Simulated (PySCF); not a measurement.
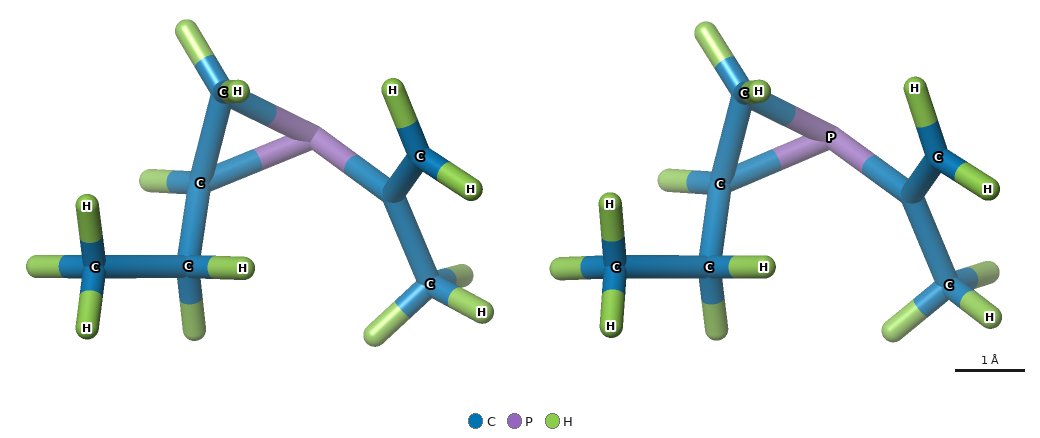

Two geometries of C7H13P, drawn at one scale. One is the start of a relaxation, the other its converged end. A stick model, seen face on.

All numbers below come from PBE0-D3(BJ)/def2-SVP geometry optimisation, gas phase (PySCF). 

**Which geometry has the lower energy?**

The left one is the relaxed one. The start comes from GFN2-xTB. Its atoms were then displaced at random by about 0.01 Å. The largest move after the best rigid fit is that of an H atom, 0.20 Å. Largest moves by element: H 0.20 Å, C 0.05 Å, P 0.05 Å. Near-neighbour distances that change, for instance: C–P 1.823 → 1.868 Å, C–C 1.298 → 1.339 Å, C–P 1.812 → 1.852 Å, C–H 1.065 → 1.100 Å. Among the angles between lasting bonds that change: H–C–H 113.8° → 116.9°, H–C–H 110.2° → 107.5°, C–C–H 108.4° → 111.1°. After 8 geometry steps the energy has fallen by 0.188 eV. The run took 2.5 min on 1 thread of Arm Neoverse V1, with other jobs on the host.
